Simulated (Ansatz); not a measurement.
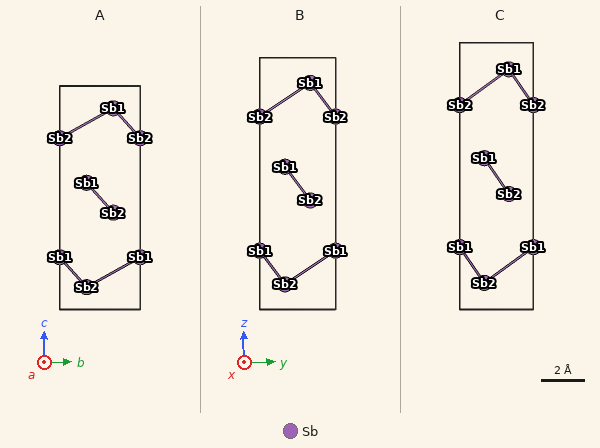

A scan of solid Sb (R-3m) along one coordinate. x, y and z are the Cartesian axes of the input. The picture is a ball-and-stick view of the conventional cell (3 times the calculation's cell), repeated 1 × 1 × 1 with one cell outlined, seen along the a axis. Lengths and directions refer to the drawn axes.

Level of theory: Ansatz 0.2.0, DFT LDA, scalar-relativistic, plane waves, PAW. (plane-wave cutoff 420 eV; k-point mesh 15 × 15 × 15; occupations gaussian; smearing width 0.15 eV; no spin polarisation). Energies (free energies at the smearing named) are counted from the cell as listed in its source, which wasn't relaxed.

### Which coordinate changes from frame to frame?

The ratio of the cell's length along z to its lengths across, counted as 1 for the reference, is changed at fixed volume (a c/a path), with the atoms kept at their fractional coordinates. In the frames the relative ratio is 0.92 (A), 1.10 (B), 1.20 (C). Their energies are 14.7 meV/atom, 21.4 meV/atom, 60.3 meV/atom.
